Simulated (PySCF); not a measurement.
C4H13NO2Si2

| atom | x (Å) | y (Å) | z (Å) |
| --- | --- | --- | --- |
| C | -3.4392 | 0.5572 | 0.3881 |
| C | -2.8261 | -0.8096 | 0.2106 |
| O | -3.3444 | -1.8084 | 0.6445 |
| C | -1.5075 | -0.8461 | -0.5307 |
| C | -0.4350 | 0.0143 | 0.1379 |
| Si | 1.2514 | -0.1819 | -0.7114 |
| N | 1.8767 | -1.7216 | -0.2705 |
| O | 2.2680 | 0.9459 | -0.1493 |
| Si | 3.6220 | 1.6438 | 0.3886 |
| H | -3.2965 | 1.1696 | -0.4977 |
| H | -2.9532 | 1.0480 | 1.2299 |
| H | -4.4982 | 0.4614 | 0.6146 |
| H | -1.6719 | -0.4951 | -1.5521 |
| H | -1.1787 | -1.8855 | -0.5779 |
| H | -0.3592 | -0.2674 | 1.1890 |
| H | -0.7374 | 1.0604 | 0.1099 |
| H | 1.1533 | 0.1034 | -2.1493 |
| H | 1.3028 | -2.5419 | -0.3716 |
| H | 2.8366 | -1.9396 | -0.4817 |
| H | 4.4036 | 2.0200 | -0.7895 |
| H | 4.3541 | 0.6871 | 1.2172 |
| H | 3.1685 | 2.8054 | 1.1493 |

Geometry: GFN2-xTB.

These are results of PBE0/pcSseg-1, SCF density, gas phase, non-relativistic in PySCF 2.14.0, not measurements.

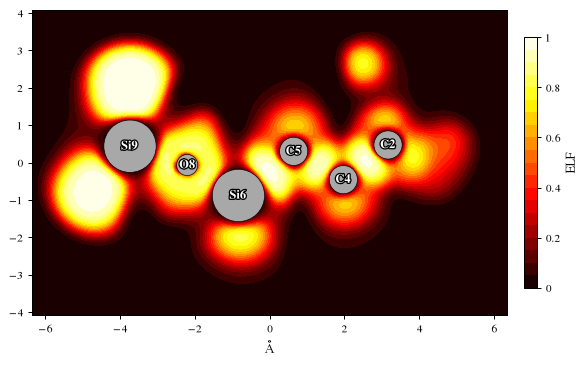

Figure 1. Electron localisation function on the plane of atoms C2, C4 and C5. Grey discs cover the atomic cores.

### Describe what can be read from this map.

The plane passes through C, Si and O nuclei. C–C (1.51 Å): the ELF peaks at about 0.95 between the atoms (a shared electron pair). Si–O (1.62 Å): the ELF peaks at about 0.85 between the atoms (a polar covalent bond). C–Si (1.90 Å): the ELF peaks at about 0.95 between the atoms; a shared electron pair.

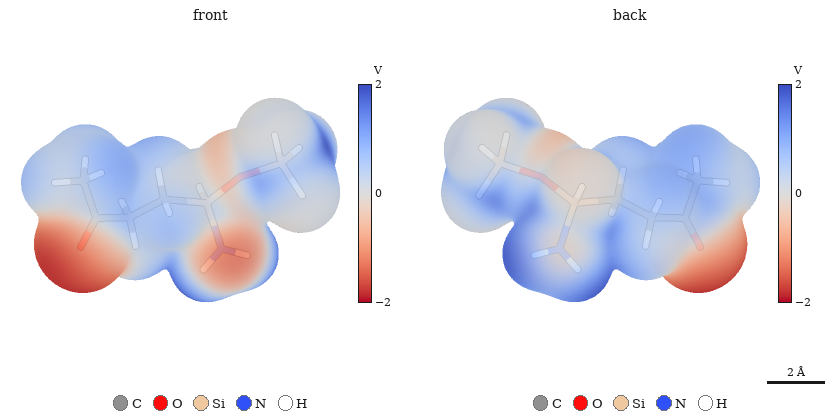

Figure 2. The molecular electrostatic potential painted on the density surface at 0.002 e/bohr³, seen from the front and from behind; the colour scale runs from red (negative) to blue (positive).

### Which sites attract a positive test charge, and which a negative one?

A positive charge is drawn to the negative regions and a negative charge to the positive ones. The most negative region (about −1.8 V) lies over O3, the most positive (about +1.7 V) over Si9, H18 and H19. O3 is the likeliest acceptor of a hydrogen bond.

### What dipole moment does the calculation give?

Its dipole moment is 2.57 D.
